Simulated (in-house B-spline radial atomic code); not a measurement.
# Rh²⁺: density, ELF and screening along the radius

Aim: the shell structure of Rh²⁺ in the radial density, the electron localisation function and the screened nuclear charge, under several settings.

Method: several methods, spin-polarised, as named in each step; spherical all-electron atom at the radial basis limit. Code: in-house B-spline radial atomic code version 1.

## (1) The system

| Item | Value |
| --- | --- |
| element | rhodium (Z = 45) |
| charge | +2 |
| electrons | 43 |
| configuration | [Kr] 4d7 |
| nucleus | point (non-relativistic runs) or finite (X2C runs) |

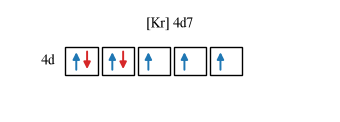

The shells outside the core, filled by Hund's rule for the drawing.

Where spins are not typed, each open shell is filled with up spins first.

## (2) LDA (VWN5), non-rel.

The run's settings:

```ini
Z = 45
electrons = 43.0
configuration = [Kr] 4d7
hamiltonian = nr
method = lda,vwn
spin_polarised = True
```

Run with:

```bash
python run_scf.py task.json out
```

One command runs all members of the session, one after another, from task.json.

## (3) PBE, non-rel.

The run's settings:

```ini
Z = 45
electrons = 43.0
configuration = [Kr] 4d7
hamiltonian = nr
method = pbe,pbe
spin_polarised = True
```

## (4) Hartree-Fock, non-rel.

The run's settings:

```ini
Z = 45
electrons = 43.0
configuration = [Kr] 4d7
hamiltonian = nr
method = hf
spin_polarised = True
```

## (5) LDA (VWN5), X2C

The run's settings:

```ini
Z = 45
electrons = 43.0
configuration = [Kr] 4d7
hamiltonian = x2c
method = lda,vwn
spin_polarised = True
nucleus = fermi
rms_radius = 4.4945
mass_number = 103
atomic_mass = 102.905494081
speed_of_light = 137.035999084
```

## (6) PBE, X2C

Settings: those of step 5 with these lines changed.

```diff
@@ -4,3 +4,3 @@
 hamiltonian = x2c
-method = lda,vwn
+method = pbe,pbe
 spin_polarised = True
```

How large is the system in each run, where do the shell borders lie, and what is the highest level?

**Answer**, as computed:

| run | total energy (hartree) | highest level (eV) | radius holding 50 / 90 / 99 % (bohr) | radius at n = 0.001 (bohr) | ELF minima on the full grid (bohr) |
| --- | --- | --- | --- | --- | --- |
| LDA (VWN5), non-rel. | -4682.3518 | -25.198 | 0.401 / 1.43 / 2.53 | 3.40 | 0.052, 0.21, 0.69 |
| PBE, non-rel. | -4686.6830 | -24.825 | 0.401 / 1.43 / 2.52 | 3.40 | 0.052, 0.21, 0.69 |
| Hartree-Fock, non-rel. | -4685.0400 | -30.713 | 0.401 / 1.43 / 2.48 | 3.35 | 0.052, 0.21, 0.69 |
| LDA (VWN5), X2C | -4777.4976 | -24.854 | 0.398 / 1.43 / 2.55 | 3.42 | 0.053, 0.21, 0.70 |
| PBE, X2C | -4782.2962 | -24.471 | 0.397 / 1.43 / 2.55 | 3.42 | 0.053, 0.21, 0.70 |

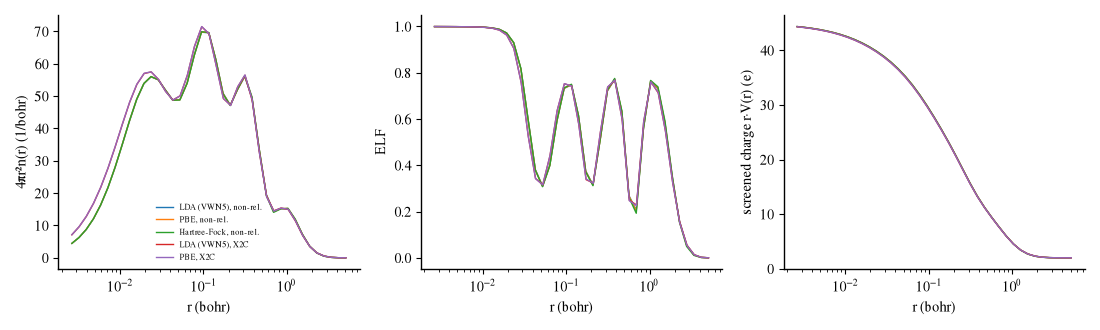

Radial density, ELF and screened nuclear charge of all runs.

**Reading.** In the first run ELF has 3 minima on the grid, which mark the borders between shells. On the record's full grid the screened charge (r times the electrostatic potential) falls from 44.9 near the nucleus to 2.00 at 5.1 bohr; far out it tends to the net charge, 2. The radius that holds 99 % of the electrons runs from 2.48 bohr (Hartree-Fock, non-rel.) to 2.55 bohr (LDA (VWN5), X2C). The grid is coarse (about 22 % a step), so the places of minima are rough. For X2C runs ELF uses the non-relativistic kinetic energy density, and the fields carry no picture-change correction.

Members of this set that are not shown: 5 used exact exchange with fractional occupations of an open shell, which is unsound here.
